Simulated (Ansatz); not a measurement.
```xyz
6

C     0.1405   -0.8704   -0.0427
F    -2.1813    0.5642    0.7986
Ge    0.4797    0.0557   -1.6190
Si   -1.1410   -0.6087    1.0997
H    -1.4505   -1.3097    2.3529
H     0.8345   -1.6920    0.2092
```

Geometry: B3LYP-D3(BJ)/def2-SVP.

Theory: isolated molecule in a Gaussian basis; Kohn-Sham density functional theory, functional PBE0 (Ansatz 0.2.0).

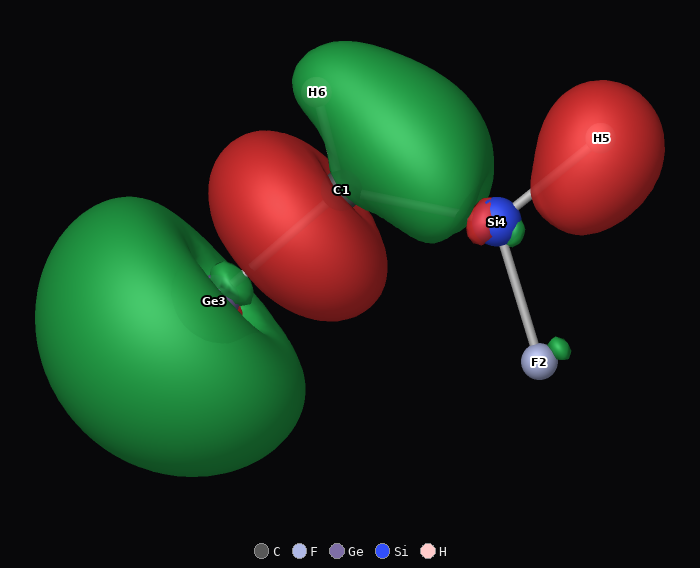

CH₂FGeSi (charge +1). The HOMO−1 at ±0.08 Å⁻³ᐟ² (green and red are the two phases), seen across its widest extent.

Describe this orbital and give its energy.

Answer. Its weight (Hirshfeld) is mainly on Ge3 (about 60 %), C1 (about 25 %) and Si4 (about 5 %); it is symmetric in the molecular plane (an in-plane orbital: σ, lone-pair or in-plane π type). Its energy is −13.41 eV.
